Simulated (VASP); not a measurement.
# La2O3: cell size against the level of theory, part 3 of 3

Aim: relax La2O3 at several levels and hold each cell against experiment. The start is a computed cell from the Materials Project.

VASP 6.6.1, plane waves and PAW; the level of theory is named at each step.

So far. Step 4 (Relaxation with r2SCAN): It ends at 16.37 Å³/atom, +0.1 % from the start, with 0.00 GPa left. The conventional cell has a = 3.931 and c = 6.118 Å. Step 5 (Relaxation with PBE + D3(BJ)): It ends at 16.22 Å³/atom, -0.8 % from the start, with -0.03 GPa left. The conventional cell has a = 3.919 and c = 6.099 Å. Against plain PBE, the dispersion term moves a by -0.5 % and c by -1.3 %.

## Step 6: Relaxation with r2SCAN + rVV10

This step: r2SCAN with rVV10; plane waves and PAW (La, O) (VASP 6.6.1).

LUSE_VDW switches on a nonlocal correlation term for dispersion.

Input file INCAR:

```
SYSTEM = La2O3
PREC = Accurate
ENCUT = 560
EDIFF = 1E-06
NELM = 100
ISMEAR = -1
SIGMA = 0.05
LREAL = .FALSE.
ALGO = Normal
METAGGA = R2SCAN
LUSE_VDW = .TRUE.
IVDW_NL = 2
BPARAM = 11.95
CPARAM = 0.0093
LASPH = .TRUE.
NBANDS = 26
LORBIT = 11
LWAVE = .FALSE.
LCHARG = .FALSE.
KPAR = 4
IBRION = 2
NSW = 60
ISIF = 3
EDIFFG = -0.01
```

Input file POSCAR:

```
La2O3
1.0
    3.9307778780      0.0000000000      0.0000000000
   -1.9653889390      3.4041534990      0.0000000000
    0.0000000000      0.0000000000      6.1119535200
La O
2 3
Direct
    0.6666666700      0.3333333300      0.7537643200
    0.3333333300      0.6666666700      0.2462356800
    0.6666666700      0.3333333300      0.3541093500
    0.3333333300      0.6666666700      0.6458906500
    0.0000000000      0.0000000000      0.0000000000
```

Input file KPOINTS:

```
Automatic mesh
0
Gamma
7 7 4
0 0 0
```

The projector-augmented-wave data sets are La and O (PBE family, release 64).

On the command line:

```
mpirun -np 4 vasp_std
```

The log of the run:

```text
[banner, memory and clock lines left out]
running    4 mpi-ranks, on    1 nodes
[...]
|                                                                             |
|               ----> ADVICE to this user running VASP <----                  |
|                                                                             |
|     You have switched on vdW-DFT.                                           |
|     This routine was written and supplied by Jiri Klimes. We recommend      |
|     that you carefully read and cite the following publications:            |
|       J. Klimes, D.R. Bowler, A. Michelides                                 |
|          J. Phys.: Cond Matt. 22 022201 (2010)                              |
|       J. Klimes, D.R. Bowler, A. Michelides                                 |
|          Phys. Rev. B. 83, 195131 (2011)                                    |
|     and references therein.                                                 |
|                                                                             |

[...]
Total rVV10 correction in eV:      0.9022809    40.8204132
Total rVV10 correction in eV:      0.9022809    40.8204132
Total rVV10 correction in eV:      0.9022809    40.8204132
DAV:  17    -0.951573899240E+02    0.73239E-06   -0.43720E-06  1984   0.178E-02
Total rVV10 correction in eV:      0.9022784    40.8204142
Total rVV10 correction in eV:      0.9022784    40.8204142
Total rVV10 correction in eV:      0.9022784    40.8204142
Total rVV10 correction in eV:      0.9022784    40.8204142
Total rVV10 correction in eV:      0.9022837    40.8204147
Total rVV10 correction in eV:      0.9022837    40.8204147
Total rVV10 correction in eV:      0.9022837    40.8204147
Total rVV10 correction in eV:      0.9022837    40.8204147
   1 F= -.95157390E+02 E0= -.95157390E+02  d E =-.951574E+02
[... from here on, the cycles between the ionic steps are left out ...]
   2 F= -.95157605E+02 E0= -.95157605E+02  d E =-.214971E-03
   3 F= -.95159116E+02 E0= -.95159116E+02  d E =-.172632E-02
   4 F= -.95159477E+02 E0= -.95159477E+02  d E =-.360414E-03
   5 F= -.95159498E+02 E0= -.95159498E+02  d E =-.381700E-03
   6 F= -.95159613E+02 E0= -.95159613E+02  d E =-.114904E-03
   7 F= -.95159700E+02 E0= -.95159700E+02  d E =-.202140E-03
[...]
reached required accuracy - stopping structural energy minimisation
```

It took 17 min on 4 MPI ranks of AMD EPYC 7R43, shared host; peak memory 1.5 GiB.

From OUTCAR (step 6):

```text
  Total       -0.0098506     -0.0098506      0.0035358      0.0000000      0.0000000      0.0000000
  in kB       -0.1946303     -0.1946303      0.0698620      0.0000000      0.0000000      0.0000000
  external PRESSURE =      -0.1064662 kB  Pullay stress =       0.0000000 kB

 POSITION                                       TOTAL-FORCE (eV/Angst)
 -----------------------------------------------------------------------------------
      1.96281      1.13323      4.58550        -0.000000      0.000000      0.006601
     -0.00000      2.26645      1.49048         0.000000      0.000000     -0.006601
      1.96281      1.13323      2.14797         0.000000     -0.000000     -0.009476
     -0.00000      2.26645      3.92801        -0.000000      0.000000      0.009476
      0.00000      0.00000     -0.00000        -0.000000      0.000000      0.000000
 -----------------------------------------------------------------------------------
    total drift:                                0.000000      0.000000     -0.000000

  FREE ENERGIE OF THE ION-ELECTRON SYSTEM (eV)
  ---------------------------------------------------
  free  energy   TOTEN  =       -95.1597000826 eV

  energy  without entropy=      -95.1597000826  energy(sigma->0) =      -95.15970008

[... 2 parts as in an earlier step ...]

[... 2 further parts left out ...]
[key lines of the parts left out:]
E-fermi :   6.9877
```

It ends at 16.22 Å³/atom, -0.8 % from the start, with -0.01 GPa left. The conventional cell has a = 3.926 and c = 6.076 Å. Against plain r2SCAN, the dispersion term moves a by -0.1 % and c by -0.7 %.

## Step 7: Relaxation with RPBE

This step: RPBE; plane waves and PAW (La, O) (VASP 6.6.1).

RPBE by itself binds more weakly than PBE and expands cells.

Edit INCAR of step 6 so:

```diff
@@ -9,9 +9,5 @@
 ALGO = Normal
-METAGGA = R2SCAN
-LUSE_VDW = .TRUE.
-IVDW_NL = 2
-BPARAM = 11.95
-CPARAM = 0.0093
+GGA = RP
+NBANDS = 26
 LASPH = .TRUE.
-NBANDS = 26
 LORBIT = 11
```

POSCAR is that of step 6.

KPOINTS is that of step 6.

On the command line:

```
mpirun -np 4 vasp_std
```

The log of the run:

```text
[banner, memory and clock lines left out]
running    4 mpi-ranks, on    1 nodes
[...]
[... a notice as in an earlier step ...]

 LDA part: xc-table for (Slater+PW92), standard interpolation
 POSCAR, INCAR and KPOINTS ok, starting setup
[...]
entering main loop
       N       E                     dE             d eps       ncg     rms          rms(c)
DAV:   1     0.492595658516E+03    0.49260E+03   -0.16363E+04  1480   0.248E+03
DAV:   2     0.931573960850E+02   -0.39944E+03   -0.38873E+03  2072   0.384E+02
DAV:   3    -0.281129449918E+02   -0.12127E+03   -0.11802E+03  2488   0.210E+02
DAV:   4    -0.442535671045E+02   -0.16141E+02   -0.16113E+02  2442   0.822E+01
[...]
DAV:  16    -0.398612501569E+02   -0.28747E-05   -0.23868E-05  2264   0.314E-02    0.813E-03
DAV:  17    -0.398612490246E+02    0.11322E-05   -0.14350E-05  2120   0.255E-02    0.179E-03
DAV:  18    -0.398612491069E+02   -0.82305E-07   -0.10947E-06  1432   0.120E-02
   1 F= -.39861249E+02 E0= -.39861249E+02  d E =-.398612E+02
[... from here on, the cycles between the ionic steps are left out ...]
   2 F= -.39871470E+02 E0= -.39871470E+02  d E =-.102210E-01
   3 F= -.39902670E+02 E0= -.39902670E+02  d E =-.414211E-01
   4 F= -.39908030E+02 E0= -.39908030E+02  d E =-.535935E-02
   5 F= -.39908928E+02 E0= -.39908928E+02  d E =-.625820E-02
   6 F= -.39910101E+02 E0= -.39910101E+02  d E =-.117243E-02
   7 F= -.39910500E+02 E0= -.39910500E+02  d E =-.157156E-02
   8 F= -.39910512E+02 E0= -.39910512E+02  d E =-.158322E-02
   9 F= -.39910612E+02 E0= -.39910612E+02  d E =-.100523E-03
  10 F= -.39910647E+02 E0= -.39910647E+02  d E =-.135359E-03
  11 F= -.39910659E+02 E0= -.39910659E+02  d E =-.120893E-04
  12 F= -.39910673E+02 E0= -.39910673E+02  d E =-.261665E-04
[...]
reached required accuracy - stopping structural energy minimisation
```

Run time: 4 min. Hardware: 4 MPI ranks; peak memory 0.89 GiB.

OUTCAR, selected parts (step 7):

```text
  Total       -0.0083750     -0.0083750      0.0041118      0.0000000      0.0000000      0.0000000
  in kB       -0.1573109     -0.1573109      0.0772346      0.0000000      0.0000000      0.0000000
  external PRESSURE =      -0.0791291 kB  Pullay stress =       0.0000000 kB

 POSITION                                       TOTAL-FORCE (eV/Angst)
 -----------------------------------------------------------------------------------
      1.98011      1.14322      4.71861         0.000000      0.000000     -0.007629
     -0.00000      2.28643      1.56149        -0.000000     -0.000000      0.007629
      1.98011      1.14322      2.22882         0.000000      0.000000     -0.001072
     -0.00000      2.28643      4.05128        -0.000000     -0.000000      0.001072
     -1.98011      3.42965      0.00000         0.000000     -0.000000      0.000000
 -----------------------------------------------------------------------------------
    total drift:                               -0.000000      0.000000     -0.000000

  FREE ENERGIE OF THE ION-ELECTRON SYSTEM (eV)
  ---------------------------------------------------
  free  energy   TOTEN  =       -39.9106731759 eV

  energy  without entropy=      -39.9106731758  energy(sigma->0) =      -39.91067318

[... 2 parts as in an earlier step ...]

[... 2 further parts left out ...]
[key lines of the parts left out:]
E-fermi :   6.8253
```

It ends at 17.06 Å³/atom, +4.3 % from the start, with -0.01 GPa left. The conventional cell has a = 3.960 and c = 6.280 Å.

## Step 8: Relaxation with r2SCAN + D4

This step: r2SCAN with D4; plane waves and PAW (La, O) (VASP 6.6.1).

D4 lets the coefficients depend on atomic charges too.

Edit INCAR of step 7 so:

```diff
@@ -9,5 +9,10 @@
 ALGO = Normal
-GGA = RP
+METAGGA = R2SCAN
+IVDW = 13
+VDW_S6 = 1
+VDW_S8 = 0.6018749
+VDW_A1 = 0.51559235
+VDW_A2 = 5.77342911
+LASPH = .TRUE.
 NBANDS = 26
-LASPH = .TRUE.
 LORBIT = 11
```

POSCAR is that of step 7.

KPOINTS is that of step 7.

On the command line:

```
mpirun -np 4 vasp_std
```

The log of the run:

```text
[... set-up lines as in an earlier step ...]
 entering main loop
       N       E                     dE             d eps       ncg     rms          rms(c)
[... 17 cycles as in an earlier step ...]
   1 F= -.96524612E+02 E0= -.96524612E+02  d E =-.965246E+02
[... from here on, the cycles between the ionic steps are left out ...]
   2 F= -.96524353E+02 E0= -.96524353E+02  d E =0.258763E-03
   3 F= -.96526014E+02 E0= -.96526014E+02  d E =-.140231E-02
   4 F= -.96526163E+02 E0= -.96526163E+02  d E =-.148378E-03
   5 F= -.96526174E+02 E0= -.96526174E+02  d E =-.159929E-03
   6 F= -.96526222E+02 E0= -.96526222E+02  d E =-.481470E-04
   7 F= -.96526252E+02 E0= -.96526252E+02  d E =-.779529E-04
[...]
reached required accuracy - stopping structural energy minimisation
```

The job ended after 8.1 min (4 MPI ranks; peak memory 0.85 GiB; 32 min of CPU time).

OUTCAR, selected parts (step 8):

```text
  Edisp (eV):   -0.46688

  Total       0.04402     0.04402     0.03496     0.00000     0.00000     0.00000
  in kB       0.86900     0.86900     0.69014     0.00000     0.00000     0.00000
  external pressure =        0.81 kB  Pullay stress =        0.00 kB

 POSITION                                       TOTAL-FORCE (eV/Angst)
 -----------------------------------------------------------------------------------
      1.96160      1.13253      4.59261         0.000000      0.000000      0.004657
     -0.00000      2.26506      1.49551        -0.000000     -0.000000     -0.004657
      1.96160      1.13253      2.15259         0.000000      0.000000     -0.004205
     -0.00000      2.26506      3.93553        -0.000000     -0.000000      0.004205
      0.00000      0.00000      0.00000         0.000000     -0.000000      0.000000
 -----------------------------------------------------------------------------------
    total drift:                               -0.000000      0.000000     -0.000000

  FREE ENERGIE OF THE ION-ELECTRON SYSTEM (eV)
  ---------------------------------------------------
  free  energy   TOTEN  =       -96.5262522533 eV

  energy  without entropy=      -96.5262522533  energy(sigma->0) =      -96.52625225

[... 2 parts as in an earlier step ...]

[... 2 further parts left out ...]
[key lines of the parts left out:]
E-fermi :   6.9850
```

It ends at 16.23 Å³/atom, -0.8 % from the start, with 0.08 GPa left. The conventional cell has a = 3.923 and c = 6.088 Å. Against plain r2SCAN, the dispersion term moves a by -0.2 % and c by -0.5 %.

## Step 9: Relaxation with optB88-vdW

This step: optB88-vdW; plane waves and PAW (La, O) (VASP 6.6.1).

optB88-vdW pairs nonlocal correlation with a B88-type exchange refitted to the binding of molecular dimers.

Edit INCAR of step 8 so:

```diff
@@ -9,8 +9,7 @@
 ALGO = Normal
-METAGGA = R2SCAN
-IVDW = 13
-VDW_S6 = 1
-VDW_S8 = 0.6018749
-VDW_A1 = 0.51559235
-VDW_A2 = 5.77342911
+GGA = BO
+AGGAC = 0
+LUSE_VDW = .TRUE.
+PARAM1 = 0.1833333333
+PARAM2 = 0.22
 LASPH = .TRUE.
```

POSCAR is that of step 8.

KPOINTS is that of step 8.

On the command line:

```
mpirun -np 4 vasp_std
```

The log of the run:

```text
[banner, memory and clock lines left out]
running    4 mpi-ranks, on    1 nodes
[...]
[... a notice as in an earlier step ...]

 [... a notice as in an earlier step ...]

 LDA part: xc-table for (Slater+PW92), standard interpolation
 POSCAR, INCAR and KPOINTS ok, starting setup
[...]
entering main loop
       N       E                     dE             d eps       ncg     rms          rms(c)
DAV:   1     0.498156990544E+03    0.49816E+03   -0.16402E+04  1480   0.249E+03
DAV:   2     0.101414704928E+03   -0.39674E+03   -0.38589E+03  2048   0.381E+02
DAV:   3    -0.219642894001E+02   -0.12338E+03   -0.12015E+03  2480   0.211E+02
DAV:   4    -0.386015591354E+02   -0.16637E+02   -0.16606E+02  2472   0.842E+01
[...]
DAV:  15    -0.332306565509E+02    0.67164E-05   -0.63523E-05  2584   0.690E-02    0.539E-03
DAV:  16    -0.332306570755E+02   -0.52460E-06   -0.12703E-05  2664   0.270E-02    0.290E-03
DAV:  17    -0.332306567367E+02    0.33878E-06   -0.11961E-06  1744   0.129E-02
   1 F= -.33230657E+02 E0= -.33230657E+02  d E =-.332307E+02
[... from here on, the cycles between the ionic steps are left out ...]
   2 F= -.33230137E+02 E0= -.33230137E+02  d E =0.519380E-03
   3 F= -.33232321E+02 E0= -.33232321E+02  d E =-.166453E-02
   4 F= -.33232390E+02 E0= -.33232390E+02  d E =-.689093E-04
   5 F= -.33232408E+02 E0= -.33232408E+02  d E =-.865432E-04
[...]
reached required accuracy - stopping structural energy minimisation
```

It took 5.7 min on 4 MPI ranks; peak memory 1.8 GiB.

Parts of OUTCAR (step 9):

```text
  Total        0.0086141      0.0086141      0.0092446      0.0000000      0.0000000      0.0000000
  in kB        0.1677506      0.1677506      0.1800306      0.0000000      0.0000000      0.0000000
  external PRESSURE =       0.1718439 kB  Pullay stress =       0.0000000 kB

 POSITION                                       TOTAL-FORCE (eV/Angst)
 -----------------------------------------------------------------------------------
      1.96830      1.13640      4.62417         0.000000      0.000000     -0.006583
     -0.00000      2.27280      1.50611        -0.000000     -0.000000      0.006583
      1.96830      1.13640      2.16932         0.000000      0.000000     -0.005996
     -0.00000      2.27280      3.96096        -0.000000      0.000000      0.005996
      0.00000     -0.00000      0.00000        -0.000000      0.000000      0.000000
 -----------------------------------------------------------------------------------
    total drift:                                0.000000      0.000000     -0.000000

  FREE ENERGIE OF THE ION-ELECTRON SYSTEM (eV)
  ---------------------------------------------------
  free  energy   TOTEN  =       -33.2324078090 eV

  energy  without entropy=      -33.2324078090  energy(sigma->0) =      -33.23240781

[... 2 parts as in an earlier step ...]

[... 2 further parts left out ...]
[key lines of the parts left out:]
E-fermi :   6.8473
```

It ends at 16.45 Å³/atom, +0.6 % from the start, with 0.02 GPa left. The conventional cell has a = 3.937 and c = 6.130 Å.

## Step 10: The cells as a table

This step: relaxed cells at several levels; plane waves and PAW (VASP 6.6.1).

This step runs nothing: it gathers the runs above.

Lengths are those of the conventional cell; cost is the wall time of each run, as given at its step, times its ranks, without the set-up around it. Results by level, by row:

| level | volume (Å³/atom) | change from the start (%) | a (Å) | c (Å) | cost (core minutes) |
| --- | --- | --- | --- | --- | --- |
| LDA | 15.55 | -5 | 3.884 | 5.949 | 19.8 |
| PBE | 16.6 | 1.5 | 3.937 | 6.182 | 15.8 |
| r2SCAN | 16.37 | 0.1 | 3.931 | 6.118 | 30.3 |
| PBE + D3(BJ) | 16.22 | -0.8 | 3.919 | 6.099 | 7.2 |
| r2SCAN + rVV10 | 16.22 | -0.8 | 3.926 | 6.076 | 67.7 |
| RPBE | 17.06 | 4.3 | 3.96 | 6.28 | 16 |
| r2SCAN + D4 | 16.23 | -0.8 | 3.923 | 6.088 | 32.5 |
| optB88-vdW | 16.45 | 0.6 | 3.937 | 6.13 | 22.7 |

## Step 11: Results

```
volume, LDA            : 15.55 Å³/atom
volume, PBE            : 16.60 Å³/atom
volume, r2SCAN         : 16.37 Å³/atom
volume, PBE + D3(BJ)   : 16.22 Å³/atom
volume, r2SCAN + rVV10 : 16.22 Å³/atom
volume, RPBE           : 17.06 Å³/atom
volume, r2SCAN + D4    : 16.23 Å³/atom
volume, optB88-vdW     : 16.45 Å³/atom
```

For La2O3 the levels give volumes between 15.55 Å³/atom (LDA) and 17.06 Å³/atom (RPBE), a spread of 9.7 %, while the cost of the finished runs spans a factor of 9.4. Within 1 % of experiment on every length: PBE, r2SCAN, PBE + D3(BJ), r2SCAN + rVV10, r2SCAN + D4 and optB88-vdW. The nearest, optB88-vdW, took 3.1 times the core time of PBE + D3(BJ) and lowers the largest miss from 0.54 to 0.03 %. Thermal and zero-point expansion, often some tenths of a per cent in length, bear on this order: with the measured lengths lowered by an assumed 0.4 % the nearest becomes PBE + D3(BJ). The costs hold the number of ionic steps as well as the price of the functional. The closing table has room for seven levels; r2SCAN + D4 stands in the table of levels alone. Adding D3(BJ) to PBE changes the volume by -2.3 % (a by -0.5 % and c by -1.3 %). Adding rVV10 to r2SCAN changes the volume by -0.9 % (a by -0.1 % and c by -0.7 %). Adding D4 to r2SCAN changes the volume by -0.9 % (a by -0.2 % and c by -0.5 %). Within 0.02 Å all end in space group P-3m1; the runs can't lower the symmetry of the start. Each is a single relaxation on the plane waves of the start cell, so larger changes of volume carry a basis-set error that was not tested here.

Calculation against experiment:

| quantity | measured | LDA | PBE | r2SCAN | PBE + D3(BJ) | r2SCAN + rVV10 | RPBE | optB88-vdW |
| --- | --- | --- | --- | --- | --- | --- | --- | --- |
| lattice constant a (Å) | 3.937 | 3.884 (-1.3 %) | 3.937 (+0.0 %) | 3.931 (-0.2 %) | 3.919 (-0.5 %) | 3.926 (-0.3 %) | 3.960 (+0.6 %) | 3.937 (-0.0 %) |
| lattice constant c (Å) | 6.132 | 5.949 (-3.0 %) | 6.182 (+0.8 %) | 6.118 (-0.2 %) | 6.099 (-0.5 %) | 6.076 (-0.9 %) | 6.280 (+2.4 %) | 6.130 (-0.0 %) |

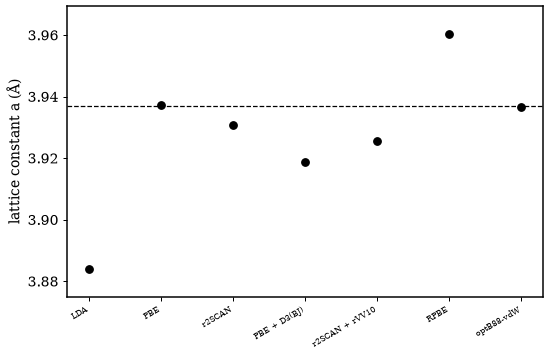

The lattice constant a by level; the dashed line is the measured value.

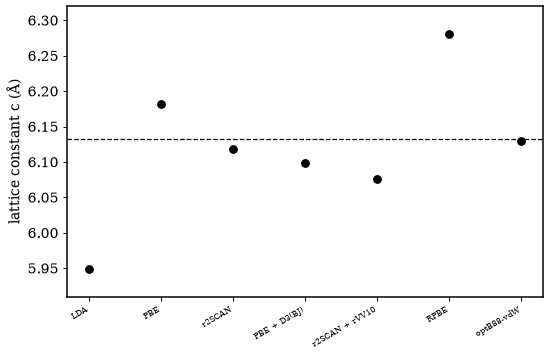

The lattice constant c by level; the dashed line is the measured value.

Measured values from pmc:6696329 (2019).

**Verdict.** For the lattice constant a, of the levels listed nearest comes PBE (+0.0 %, good agreement) and farthest LDA (-1.3 %, fair agreement). For the lattice constant c, of the levels listed nearest comes optB88-vdW (-0.0 %, good agreement) and farthest LDA (-3.0 %, a clear miss). The grades are ours: good and fair within 0.7 and 1.5 % for the lattice constant a and 0.8 and 2 % for the lattice constant c. For lattice constants the calculation has a static lattice, without zero-point motion or thermal expansion.

[Lines on the potential files, build, host, timing and source positions are cut from VASP's logs without a mark.]

[Logs are printed without paths, hosts, clocks, repeated set-up lines and the standing remarks that a program may print on its own settings, such as how far it seeks lower states.]

[Hosts, paths, dates, database ids (printed as entryN), source tags and the programs' standing remarks are cut or masked in the printed files.]

[Measured values are set beside computed ones only where the two were judged alike; some that the calculation misses by far are left out.]
